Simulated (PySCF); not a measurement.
# C$_{4}$H$_{7}$ClOSi: what the fields show

The calculation's input:

```
{"job": {"kind": "uv", "xc": "PBE0", "basis": "def2-SVPD", "nstates": 6, "ntriplets": 2}, "charge": 0, "multiplicity": 1}
C     -1.022218    -1.681782     0.151101
C      0.311786    -1.045734     0.052586
C      0.545165     0.269360    -0.032163
Si    -0.793332     1.624344    -0.081594
C      1.884497     0.790927    -0.192197
O      2.199255     1.834407    -0.671223
Cl     3.185556    -0.260296     0.451227
H     -1.820603    -0.948566     0.211153
H     -1.187243    -2.319869    -0.717356
H     -1.053371    -2.325093     1.030541
H      1.146341    -1.738635     0.023176
H     -0.175168     2.940287    -0.048580
H     -1.639867     1.434199     1.101928
H     -1.581475     1.425978    -1.300766
```

Launched as:

```sh
OMP_NUM_THREADS=1 python probes_run.py task.json out
```

Geometry: GFN2-xTB.

Theory: PySCF, PBE0/def2-SVPD, SCF density, gas phase.

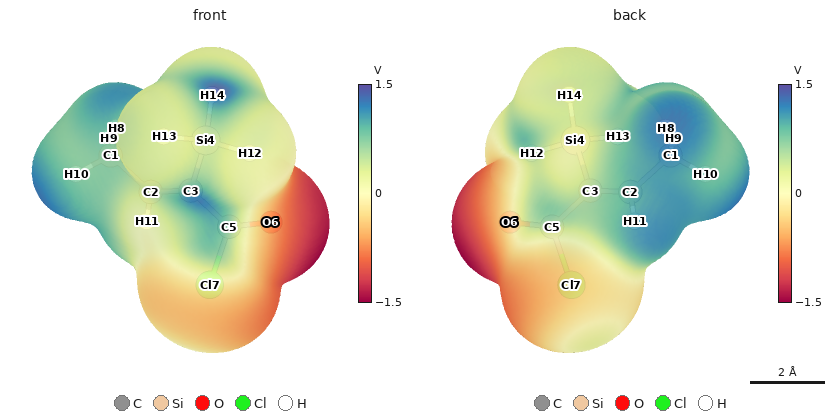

Figure 1. The electrostatic potential painted on the density surface at 0.002 e/bohr³, seen from the front and from behind; red is negative and blue positive.

Q: Which sites attract a positive test charge, and which a negative one?

A: A positive charge is drawn to the negative regions and a negative charge to the positive ones. The most negative region (about −1.5 V, or −35 kcal/mol for a unit charge) lies over O6, the most positive (about +1.3 V, or +30 kcal/mol for a unit charge) over Si4, H9 and H10. Cl7 shows a σ-hole: about +0.2 V at the tip opposite its bond, against about −0.4 V, or −9 kcal/mol for a unit charge on its flanks. O6 is the likeliest acceptor of a hydrogen bond.

Q: What dipole moment does the calculation give?

A: Its dipole moment is 4.15 D.

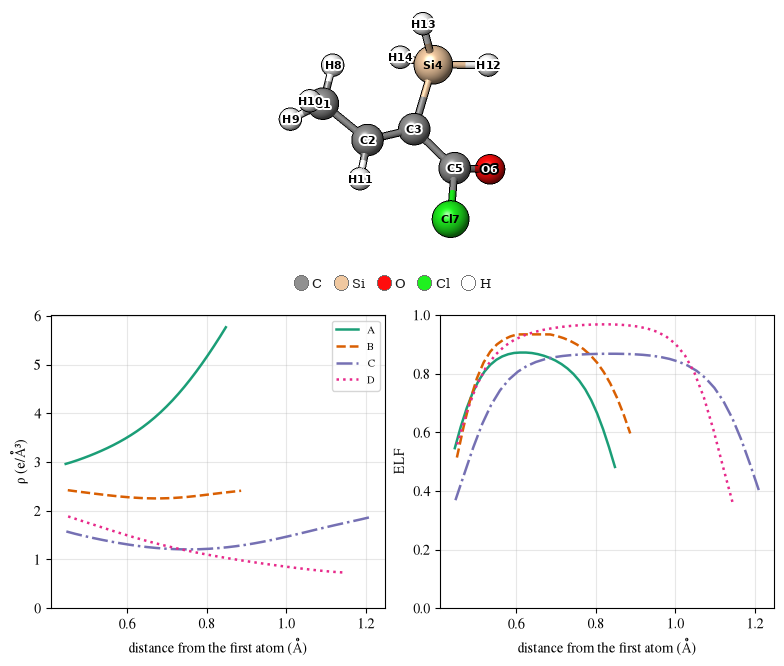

Figure 2. Total electron density and electron localisation function along straight lines between neighbouring atoms. The curves leave out the atomic cores. The structure is drawn too.

Q: Which curve belongs to which contact (C–C, C–Cl, C–O and C–Si)? The first atom named is at distance zero.

A: Curve A: C–O (1.19 Å): ρ at the midpoint is about 3.5 e/Å³; the ELF peaks at about 0.85 between the atoms (a short, multiple covalent bond). Curve B: C–C (1.34 Å): the density is about 2.3 e/Å³ at the midpoint; the ELF peaks at about 0.95 between the atoms; a multiple bond. Curve C: C–Cl (1.79 Å): the density is about 1.3 e/Å³ at the midpoint; the ELF peaks at about 0.85 between the atoms; localised, covalent bonding. Curve D: C–Si (1.91 Å): ρ at the midpoint is about 0.9 e/Å³; the ELF peaks at about 0.95 between the atoms; a shared electron pair.
